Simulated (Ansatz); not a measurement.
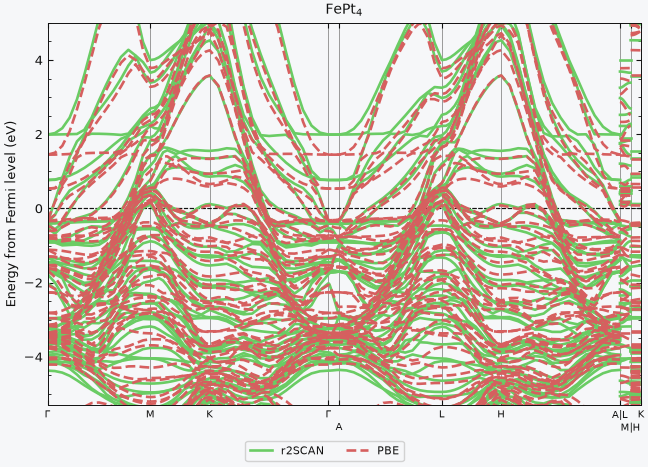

Band structures of FePt$_{4}$, space group P6_3/mmc (No. 194), 10 atoms in the cell, by two methods on the same cell. Each is counted from its own Fermi level.

Q: What changes from one method to the other?

A: Both give a metal. The 24 bands that come within 1 eV of the Fermi level differ by 0.16 eV on average and by 0.70 eV at most (at Γ).

Settings. r2SCAN: DFT r2SCAN, scalar-relativistic, plane waves, PAW, spin-polarised, 18×18×2 k mesh, 500 eV cutoff, Gaussian smearing of 0.1 eV (Ansatz 0.2.0). PBE: DFT PBE, scalar-relativistic, plane waves, PAW, spin-polarised, 18×18×2 k mesh, 420 eV cutoff (Ansatz).

The run may have settled in a state above the lowest, so this need not be the ground state. The structure is an invented one, so it need not be a known or stable phase. Spin-orbit coupling is left out, which matters for Pt.
